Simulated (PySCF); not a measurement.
# MoOS3: the cost of one run

Programs: PySCF 2.14.0, with density-fitted response routines of our own. Each step states its level of theory. These are calculated values for one molecule in the gas phase, unless marked as measured. Atoms count from 0, in the outputs and in this text.

### 1 The molecule as given

5 atoms, charge -2, multiplicity 1; geometry from: GFN2-xTB.

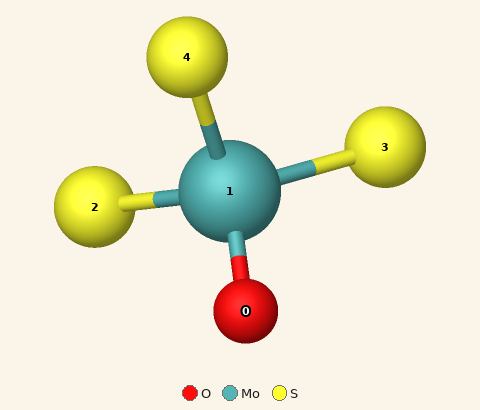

The starting geometry (oxygen red, molybdenum teal, sulfur yellow), atoms numbered; sticks join atoms by distance.

### 2 Relaxing the molecule at PBE0-D3(BJ)/def2-TZVP

Job settings and geometry (Å):

```
{"job": {"xc": "PBE0", "basis": "def2-TZVP", "d3": "d3bj", "grid": 2, "kind": "geom"}, "charge": -2, "multiplicity": 1}
O     -0.057090     0.571520     1.807330
Mo    -0.006550     0.066680     0.211220
S     -0.208930     1.811790    -1.141620
S     -1.664710    -1.350120    -0.188310
S      1.921640    -0.946180    -0.203910
```

Q: Estimate the wall time of this first job on 4 threads of Arm Neoverse V1, shared host.

About 36 s.
